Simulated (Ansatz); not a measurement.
**SiH₃O−: how energies converge with the basis set**

Aim: see how fast density functionals converge with the basis set for SiH₃O−.

The runs use Ansatz 0.2.0, Gaussian basis; one geometry, several basis sets.

The runs, in order: PBE0-D4/def2-SVPD; ωB97M-V/def2-SVPD; PBE0-D4/def2-QZVPPD; ωB97M-V/def2-QZVPPD; the functionals' def2-TZVPPD values are taken from earlier runs.

## (1) The geometry

An earlier PBE0-D4 in a triple-zeta def2 set relaxation fixed the geometry.

5 atoms, charge -1, spin multiplicity 1.

Atoms are counted from 1 here; the program's logs count them from 0.

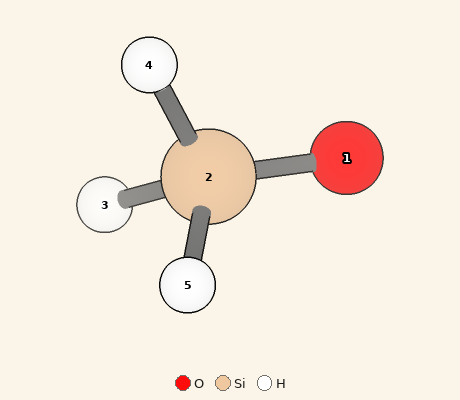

The structure; oxygen red, silicon light orange, hydrogen white; atoms are numbered from 1 in the order of the file.

As a file:

```xyz
5
charge -1, multiplicity 1
O    -1.47991    0.27830    0.71742
Si   -0.09221    0.01725    0.04482
H    -0.09056   -0.25040   -1.46282
H     0.71340   -1.18047    0.55604
H     0.94929    1.13532    0.14453
```

## (2) PBE0-D4 in def2-SVPD

in.yaml

```yaml
crystal:
  periodic: [false, false, false]
  atoms:
    - {symbol: O, position_ang: [-1.479913, 0.278298, 0.717421]}
    - {symbol: Si, position_ang: [-0.092206, 0.017255, 0.044824]}
    - {symbol: H, position_ang: [-0.090563, -0.250398, -1.462817]}
    - {symbol: H, position_ang: [0.713397, -1.180475, 0.556038]}
    - {symbol: H, position_ang: [0.949285, 1.135320, 0.144534]}
basis:
  gaussian: {orbitals: def2-SVPD}
total_charge: -1
hamiltonian: {xc: pbe0, dispersion: d4}
output: {orbitals: {seedname: orbitals}}
```

Started as:

```console
ansatz run in.yaml --threads 2 --pin off --events-out ev --progress --plain --max-ram 32768MiB --backend cpu
```

Further steps of the session: ωB97M-V in def2-SVPD; PBE0-D4 in def2-QZVPPD; ωB97M-V in def2-QZVPPD.

Q: Predict the results of all the runs planned. Wanted: PBE0-D4: double and triple zeta above quadruple; ωB97M-V: double and triple zeta above quadruple.

As calculated:

```
                                       quantity          value
PBE0-D4: double and triple zeta above quadruple  5.72, 0.39 eV
ωB97M-V: double and triple zeta above quadruple  5.75, 0.36 eV
```

**Reading.** PBE0-D4 gains 5.33 eV from double to triple zeta, then 0.39 eV more. Total energies overstate the basis error of differences, where much of it tends to cancel. The LUMO of ωB97M-V is positive and keeps falling with the basis (5.86 to 4.56 eV): an unbound level that the basis holds in place.
